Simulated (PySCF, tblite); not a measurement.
# C₆H₈O: excited states, first hyperpolarisability, part 1 of 2

What do calculations give for the excited states, first hyperpolarisability of C₆H₈O (`C=C/C=C/C(C)=O`)?

Computed with tblite 0.8.0 and PySCF 2.14.0 and routines of our own; the level stands in each step. Atoms count from 0.

## 1. The starting structure

15 atoms, charge 0, multiplicity 1; geometry from: force field or distance geometry start.

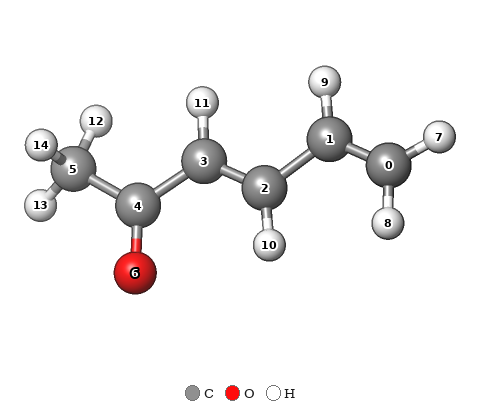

The starting geometry (carbon grey, oxygen red, hydrogen white).

## 2. Geometry optimisation with GFN2-xTB

What the job is given:

```
{"job": {"kind": "relax", "xc": "GFN2-xTB", "basis": "xTB"}, "charge": 0, "multiplicity": 1}
C     -3.176200    -0.134700    -0.436900
C     -2.000700    -0.592600    -0.196400
C     -0.833700     0.296900    -0.401200
C      0.365800    -0.173100    -0.156800
C      1.558600     0.638900    -0.329600
C      2.858900    -0.006700    -0.019800
O      1.513300     1.835400    -0.750600
H     -4.107400    -0.649700    -0.324500
H     -3.251700     0.898900    -0.792700
H     -1.823700    -1.603100     0.173700
H     -1.013800     1.310900    -0.764000
H      0.489200    -1.212000     0.213600
H      2.679300    -1.109900    -0.106100
H      3.686700     0.305400    -0.691200
H      3.051200     0.203500     1.054900
```

The run is started by

```
$ OMP_NUM_THREADS=1 python excited_run.py task.json out
```

One launch serves the whole session: the jobs run in the order shown.

The log of the run:

```text
step      E/eV     max force
  0    -568.91095    3.914
  1    -569.02131    4.106
  2    -569.20423    0.774
  3    -569.22804    0.971
  4    -569.25393    0.450
  5    -569.27417    0.314
  6    -569.28196    0.290
  7    -569.29379    0.243
  8    -569.30379    0.228
  9    -569.31093    0.251
 10    -569.31808    0.209
 11    -569.32307    0.208
 12    -569.32588    0.178
 13    -569.32763    0.150
 14    -569.32919    0.130
 15    -569.33056    0.102
 16    -569.33159    0.069
 17    -569.33229    0.068
 18    -569.33285    0.079
 19    -569.33336    0.077
 20    -569.33388    0.057
 21    -569.33438    0.058
 22    -569.33486    0.054
 23    -569.33526    0.056
 24    -569.33554    0.044
 25    -569.33574    0.037
 26    -569.33591    0.034
 27    -569.33611    0.035
 28    -569.33635    0.047
 29    -569.33667    0.052
 30    -569.33709    0.060
 31    -569.33763    0.068
 32    -569.33835    0.067
 33    -569.33928    0.095
 34    -569.34044    0.112
 35    -569.34169    0.106
 36    -569.34277    0.086
 37    -569.34360    0.083
 38    -569.34436    0.064
 39    -569.34512    0.068
 40    -569.34576    0.064
 41    -569.34586    0.096
 42    -569.34630    0.031
 43    -569.34643    0.030
 44    -569.34682    0.048
 45    -569.34708    0.054
 46    -569.34753    0.063
 47    -569.34789    0.059
 48    -569.34828    0.050
 49    -569.34866    0.045
 50    -569.34904    0.051
 51    -569.34938    0.048
 52    -569.34972    0.053
 53    -569.35017    0.062
 54    -569.35083    0.086
 55    -569.35119    0.102
 56    -569.35238    0.108
 57    -569.35316    0.065
 58    -569.35454    0.063
 59    -569.35493    0.060
 60    -569.35543    0.039
 61    -569.35571    0.032
 62    -569.35580    0.036
 63    -569.35595    0.025
 64    -569.35599    0.017
 65    -569.35601    0.012
 66    -569.35602    0.010
```

Run time: 0.34 s. Hardware: 1 thread of Arm Neoverse V1, shared host; peak memory 0.18 GiB.

Step by step: (not every step is listed)

```tsv
step	energy from step 0 (eV)	largest force (eV/Å)
0	0.0000	3.9144
1	-0.1104	4.1060
2	-0.2933	0.7743
3	-0.3171	0.9710
4	-0.3430	0.4498
5	-0.3632	0.3144
6	-0.3710	0.2898
7	-0.3828	0.2428
8	-0.3928	0.2285
13	-0.4167	0.1499
18	-0.4219	0.0786
23	-0.4243	0.0562
28	-0.4254	0.0472
33	-0.4283	0.0953
38	-0.4334	0.0636
43	-0.4355	0.0299
48	-0.4373	0.0496
53	-0.4392	0.0620
58	-0.4436	0.0634
61	-0.4448	0.0318
62	-0.4449	0.0362
63	-0.4450	0.0248
64	-0.4450	0.0165
65	-0.4451	0.0117
66	-0.4451	0.0100
```

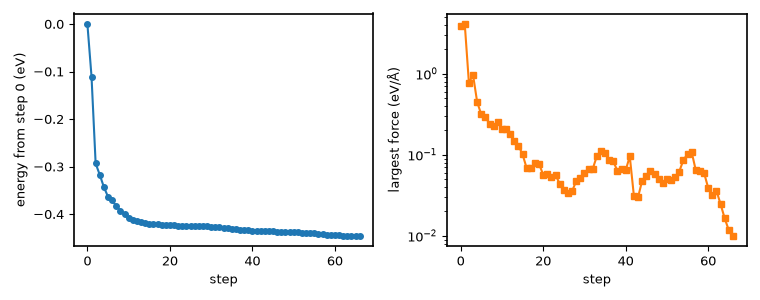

Energy and largest force along the relaxation.

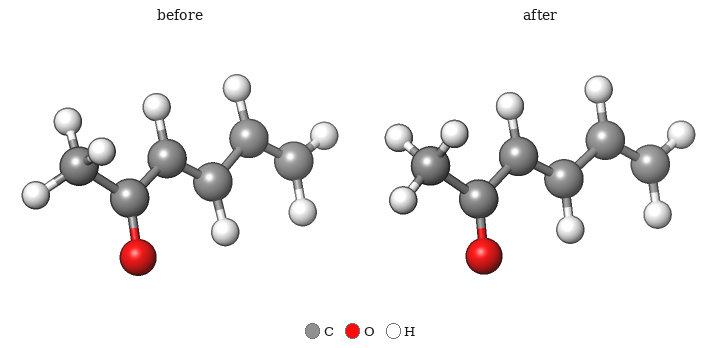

Before and after, at one scale.

Close pairs (by a distance rule), those that changed most:

```tsv
bond	before (Å)	after (Å)	change (Å)
C4–O6	1.269	1.212	-0.057
C0–C1	1.284	1.332	+0.047
C1–C2	1.482	1.439	-0.043
C5–H12	1.121	1.088	-0.033
C2–C3	1.311	1.342	+0.031
C3–H11	1.110	1.081	-0.029
C4–C5	1.484	1.510	+0.026
C5–H13	1.111	1.087	-0.024
```

The final coordinates are the input of the step that follows.

## 3. Infrared spectrum with GFN2-xTB

What the job is given:

```
{"job": {"kind": "ir", "xc": "GFN2-xTB", "basis": "xTB"}, "charge": 0, "multiplicity": 1}
C     -3.260818    -0.062346    -0.439747
C     -2.046760    -0.522782    -0.144853
C     -0.841514     0.214545    -0.415272
C      0.396716    -0.211934    -0.122368
C      1.579309     0.611450    -0.414185
C      2.893170    -0.010519    -0.004511
O      1.509233     1.702629    -0.937603
H     -4.153546    -0.623609    -0.222985
H     -3.396438     0.898405    -0.908908
H     -1.928056    -1.489882     0.327042
H     -0.948101     1.185603    -0.882712
H      0.562840    -1.173610     0.342756
H      3.028042    -0.957075    -0.524172
H      3.715628     0.657432    -0.245241
H      2.885881    -0.210318     1.065191
```

The log of the run:

```text
mode    cm-1     km/mol
  1      62.3      1.39
  2     115.3      0.39
  3     122.7      2.47
  4     152.0      0.38
  5     186.2      0.44
  6     317.1      3.03
  7     349.3      2.44
  8     496.3      3.54
  9     530.8      4.54
 10     608.1     16.18
 11     634.2      0.01
 12     797.9      0.98
 13     896.2     14.33
 14     923.7      3.38
 15     947.6     15.62
 16     979.3      2.32
 17     984.5     28.99
 18     990.2     21.74
 19    1033.5     32.17
 20    1148.1     83.33
 21    1198.9     25.87
 22    1225.9    122.16
 23    1285.7      1.65
 24    1298.2     63.37
 25    1366.5     35.80
 26    1404.1      1.86
 27    1455.8     12.10
 28    1461.7      9.56
 29    1616.6    210.53
 30    1650.2      2.02
 31    1727.3    237.58
 32    3022.6     13.90
 33    3028.7      4.99
 34    3053.4     10.26
 35    3059.2     14.52
 36    3063.3      1.94
 37    3075.2     58.72
 38    3102.1     12.00
 39    3133.5     36.12
```

Run time: 0.39 s. Hardware: 1 thread of Arm Neoverse V1, shared host; peak memory 0.18 GiB.

Which atoms move in the most intense modes:

```tsv
cm⁻¹	km/mol	atoms
1148	83.3	H11 31 %, C4 18 %, H13 10 %
1226	122.2	H10 33 %, C4 23 %, H9 12 %
1298	63.4	H9 34 %, H11 25 %
1366	35.8	H14 29 %, H12 29 %, H13 22 %, C5 20 %
1617	210.5	C2 47 %, C3 39 %
1727	237.6	C4 58 %, O6 34 %
3075	58.7	H11 61 %, H10 24 %
3134	36.1	H7 62 %, H8 27 %
```

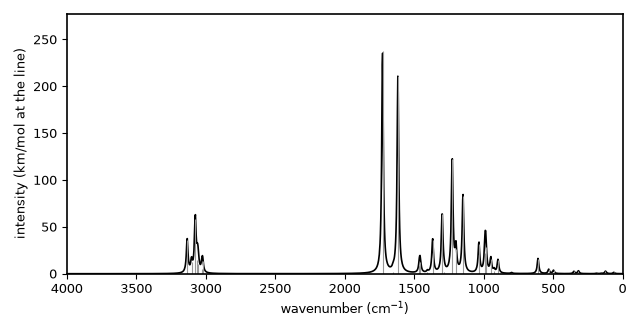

The infrared spectrum from these modes, unscaled. Lines are broadened to a width of 14 cm⁻¹ (Lorentzian).

## 4. Optimising the geometry at PBE0-D3(BJ)/def2-SVP

The job, as its differences from that of step 3:

```diff
@@ -1,2 +1,2 @@
-{"job": {"kind": "ir", "xc": "GFN2-xTB", "basis": "xTB"}, "charge": 0, "multiplicity": 1}
+{"job": {"xc": "PBE0", "basis": "def2-SVP", "d3": "d3bj", "grid": 1, "kind": "geom"}, "charge": 0, "multiplicity": 1}
 C     -3.260818    -0.062346    -0.439747
```

The log of the run:

```text
step   0  E = -308.05822315  max force = 0.010881
step   1  E = -308.05990014  max force = 0.002156
step   2  E = -308.05991378  max force = 0.001246
step   3  E = -308.05992249  max force = 0.000689
step   4  E = -308.05992415  max force = 0.000263
optimisation converged
```

Wall time 29 s (1 thread of Arm Neoverse V1, shared host); peak memory 0.63 GiB.

Step by step:

```tsv
step	energy from step 0 (eV)	largest force component (eV/Å)
0	0.0000	0.5595
1	-0.0456	0.1109
2	-0.0460	0.0641
3	-0.0462	0.0354
4	-0.0463	0.0135
```

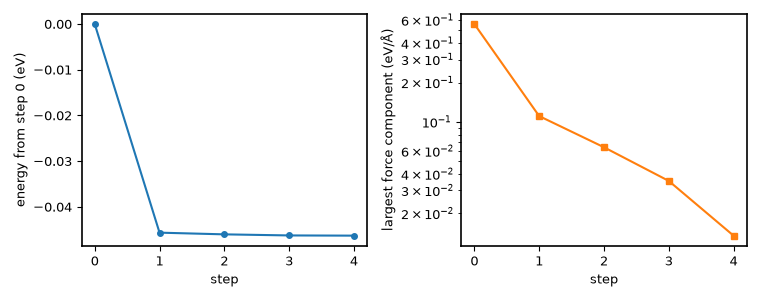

Energy and force, step by step.

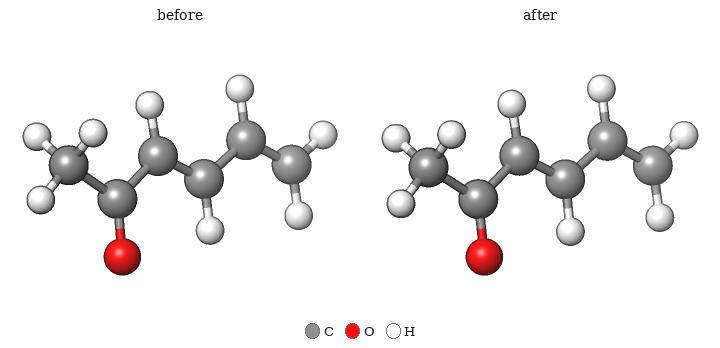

Before and after, at one scale.

Close pairs (by a distance rule), those that changed most:

```tsv
bond	before (Å)	after (Å)	change (Å)
C0–H8	1.078	1.094	+0.017
C0–H7	1.077	1.093	+0.016
C3–H11	1.081	1.095	+0.014
C2–H10	1.083	1.097	+0.014
C3–C4	1.470	1.485	+0.014
C5–H14	1.088	1.102	+0.014
C5–H12	1.088	1.102	+0.014
C1–H9	1.083	1.096	+0.014
```

The final coordinates are the input of the step that follows.

```tsv
at the end point	value
point group (found at 0.08 Å tolerance)	Cs
rotational constants (GHz, main isotopes)	8.820, 1.156, 1.028
dipole moment (D)	2.84
```

(Continued in part 2 of 2.)
